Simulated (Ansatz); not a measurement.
The starting structures come from a database of crystals and need not be the phases stable at ambient conditions.

 Where the default PAW files enter, the runs use the earlier of Ansatz's two default sets.

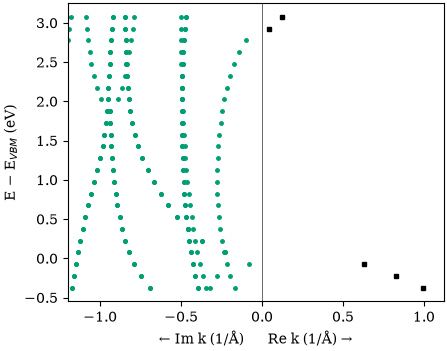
Complex bands at the centre of the two-dimensional zone; r2SCAN (Ansatz, a quantum-chemistry and plane-wave program)

The gap is the functional's own, uncorrected, and κ follows it; spin-orbit coupling is left out. Mid-gap values are interpolated between the computed energies.

Task: This is Mg2NF (I4_1/amd, not sure to be the ambient phase, 8 atoms a cell, 11.0 Å³ an atom) along the normal of (110). Read off the slowest decay at the centre of the two-dimensional zone at 1.43 eV, the computed energy nearest the middle of the gap.

Result: κ ≈ 0.27 1/Å, a decay length 1/(2κ) of the density of 1.8 Å.
